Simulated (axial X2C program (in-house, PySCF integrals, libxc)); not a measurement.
# A two-component session on HfN: properties at the nuclei

Wanted for HfN: properties at the nuclei, at the two-component level.

The runs use an in-house X2C program for linear molecules on PySCF integrals; two-component X2C with atomic mean-field terms, Hf dyall-cv3z, N dyall-av3z.

All values are calculated.

### 1 Input

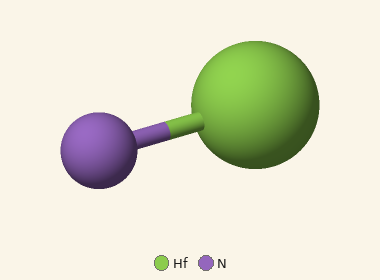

The two atoms at 1.880 Å (hafnium green, nitrogen purple).

Input file task.json:

```json
{"zs": [72, 7], "q": 0, "bas": ["dyall-cv3z", "dyall-av3z"], "r0": 1.88, "levels": ["PBE0", "HF", "BP86", "PBE", "LDA"], "nst": 3}
```

Keys: zs atomic numbers; q charge; bas basis sets; r0 starting distance in Å; levels methods (HF also brings MP2); nst determinants followed.

Run with:

```
> python soeom.py task.json out
```

Further steps of the session: Expectation values, lowest determinant; Expectation values, a higher determinant; Expectation values, a higher determinant.

Q: Predict the outcome of this session. Wanted: lowest determinant; Eeff magnitude; Ws magnitude Hf; A∥/gI Hf; qzz Hf; higher determinant (for each run or level that gives them).

As calculated:

| quantity | value |
| --- | --- |
| lowest determinant | Ω = 1/2 (excess of +ω over −ω: ω = 1/2) |
| Eeff magnitude (GV/cm), PBE0 | 33.5 |
| Ws magnitude Hf (kHz), PBE0 | 60.7 |
| A∥/gI Hf (MHz), PBE0 | 10100 |
| qzz Hf (a.u.), PBE0 | -7.26 |
| higher determinant | Ω = 3/2 (excess of +ω over −ω: ω = 3/2) |
| Eeff magnitude (GV/cm), PBE0, higher determinant | 2.48 |
| Ws magnitude Hf (kHz), PBE0, higher determinant | 2.01 |
| A∥/gI Hf (MHz), PBE0, higher determinant | 148 |
| qzz Hf (a.u.), PBE0, higher determinant | -7.88 |
| higher determinant | Ω = 1/2 (excess of +ω over −ω: 2 × ω = -1/2, ω = 3/2) |
| Eeff magnitude (GV/cm), PBE0, higher determinant | 15.8 |
| Ws magnitude Hf (kHz), PBE0, higher determinant | 24.2 |
| A∥/gI Hf (MHz), PBE0, higher determinant | -11000 |
| qzz Hf (a.u.), PBE0, higher determinant | -1.95 |

What this shows: In the first state, the effective field runs from 28.4 to 55.3 GV/cm over the mean-field levels. The expectation values come from single determinants, which for open shells can mix terms of unlike spin or miss the lowest Ω, so a determinant need not be a state. Eeff is the effective electric field on the electron dipole moment in this Ω state and Ws the scalar–pseudoscalar constant (defined with the proton number Z and per Ω); A∥ is the parallel hyperfine constant, which follows by multiplying with the nuclear g factor gI = μI/(I μN); qzz is the electric field gradient, eQq0 = 234.96 MHz × Q/barn × qzz; μ is positive if N is the positive end. The operators were transformed with the bare-nucleus X2C matrices.
